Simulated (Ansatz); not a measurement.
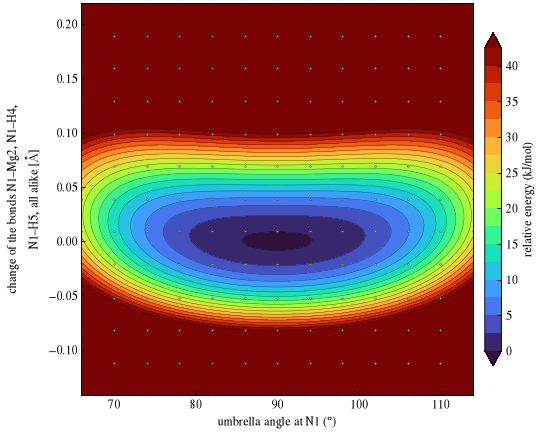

H₄MgNO, SMILES [NH2][Mg][OH2+], charge +1. 
- Coordinates scanned: (1) umbrella angle at N1 (between each of its bonds and their common axis; 90 is planar); (2) change of the bonds N1–Mg2, N1–H4, N1–H5, all alike.
- Nothing is relaxed (all other coordinates rigid).
- Grid: 13 × 13 points.
- Points are written as (first, second).
- Energies: kJ/mol, counted from the lowest grid point.
- The calculation used Ansatz 0.2.0, RKS B3LYP-D4/def2-TZVP.

Drawn: filled contours, dots at the grid points, one colour for all values above the top of the scale. Between grid points the surface is interpolated.

Q: Estimate the position of the minimum and the force constants in these coordinates.

A: The interpolated minimum is at the first coordinate ≈ 90.0°, the second coordinate ≈ 0.000 Å. The curvatures there are about 1.4 eV/rad² and 111 eV/Å², with a cross term of about 0 eV/(rad·Å). Round the minimum the two coordinates are nearly uncoupled. (1 eV is 96.5 kJ/mol.)
